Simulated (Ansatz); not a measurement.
**AlClH$_{4}$N$_{2}$···H$_{2}$: density, localisation and related maps**

The calculation's input:

```
crystal:
  periodic: [false, false, false]
  atoms:
    - { symbol: Al, position_ang: [-0.033342, 0.651755, -0.354652] }
    - { symbol: H, position_ang: [-0.118518, -0.134732, 2.290305] }
    - { symbol: Cl, position_ang: [1.699089, -0.536851, -0.592596] }
    - { symbol: "N", position_ang: [-1.570831, 0.089686, -1.034067] }
    - { symbol: H, position_ang: [-1.678173, -0.807005, -1.511351] }
    - { symbol: H, position_ang: [-2.456585, 0.598642, -1.0285] }
    - { symbol: "N", position_ang: [0.130448, 2.264435, 0.576411] }
    - { symbol: H, position_ang: [1.056681, 2.655417, 0.768027] }
    - { symbol: H, position_ang: [-0.557653, 3.017559, 0.498905] }
    - { symbol: H, position_ang: [-0.051417, 0.545994, 2.045317] }
basis:
  gaussian: { orbitals: def2-SVP }
hamiltonian:
  xc: pbe
relax:
  f_tol: 0.03
  max_steps: 50
output:
  orbitals: {}
```

Run with:

```sh
ansatz run input.yaml --threads 2 --pin off --max-ram 3072MiB --backend cpu --events-out ev --progress --plain --runs-dir out
```

The fields are those of the relaxed geometry.

Method: Ansatz, RKS PBE/def2-SVP.

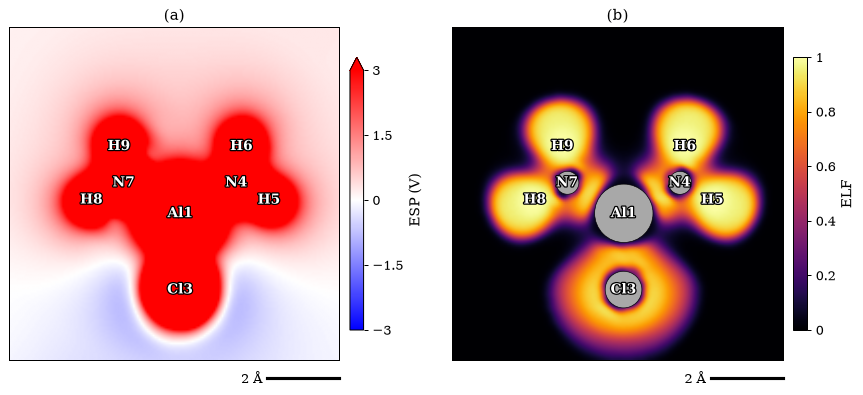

Figure 1. (a) electrostatic potential; (b) ELF on the plane of atoms N4, Al1 and N7. Grey discs cover the atomic cores in the ELF map.

Question: Interpret the plot.

Answer: The plane passes through Al, Cl, N and H nuclei.
Al–N (1.78 Å): the ELF peaks at about 0.90 in the valence shell of N, 0.7 Å from its nucleus, and is about 0.60 at the midpoint.
Al–Cl (2.12 Å): the ELF peaks at about 0.90 in the valence shell of Cl, 0.9 Å from its nucleus, and is about 0.80 at the midpoint.
N–H (1.02 Å): the ELF climbs to about 1 towards the hydrogen, as it does in any bond to H: an ordinary covalent bond to hydrogen.
The ELF also peaks beside Cl3, away from the bonds: lone-pair regions.
Outside the dense part of the complex the potential is most negative (−0.8 V) near Cl3.

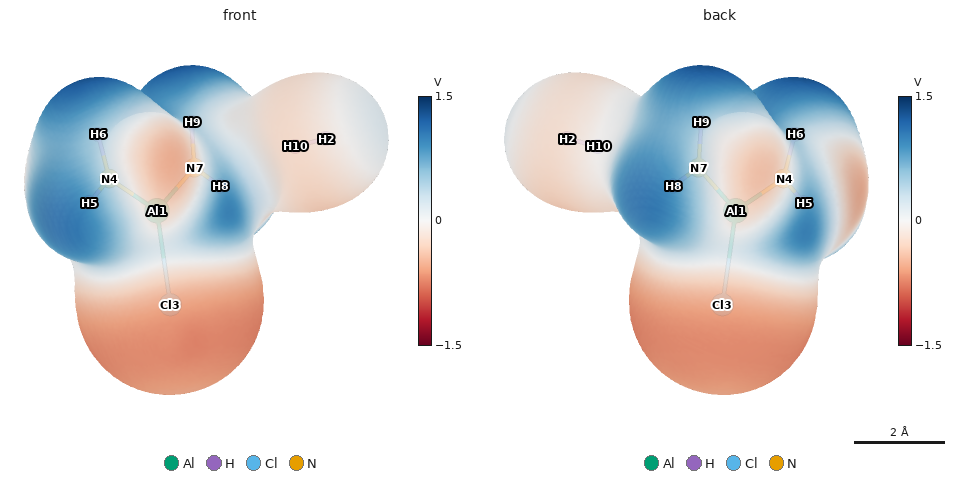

Figure 2. The molecular electrostatic potential painted on the density surface at 0.001 e/bohr³, seen from the front and from behind; the colour scale runs from red (negative) to blue (positive).

Question: Where is the surface potential most negative and most positive?

Answer: The most negative region (about −0.7 V, or −16 kcal/mol for a unit charge) lies over Cl3, the most positive (about +1.3 V, or +30 kcal/mol for a unit charge) over H6 and H9.

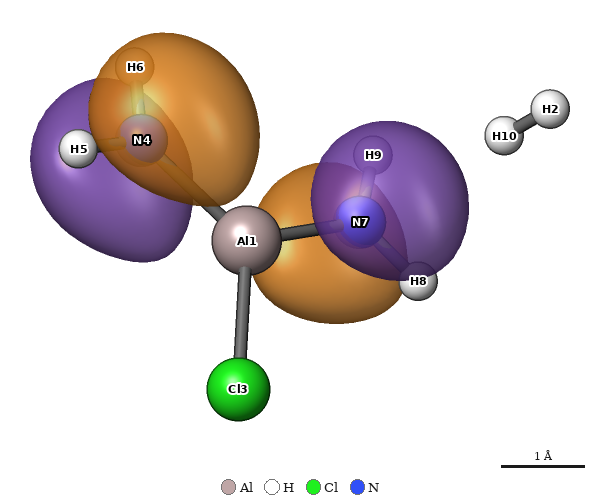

Figure 3. The HOMO at ±0.1 Å⁻³ᐟ² (orange and purple are the two phases), seen across its widest extent.

Question: Where does this orbital lie, and at what energy?

Answer: It lies mainly on N4 (about 45 %) and N7 (about 35 %); largely a combination of lone pairs on N4 and N7. Its energy is −5.55 eV.
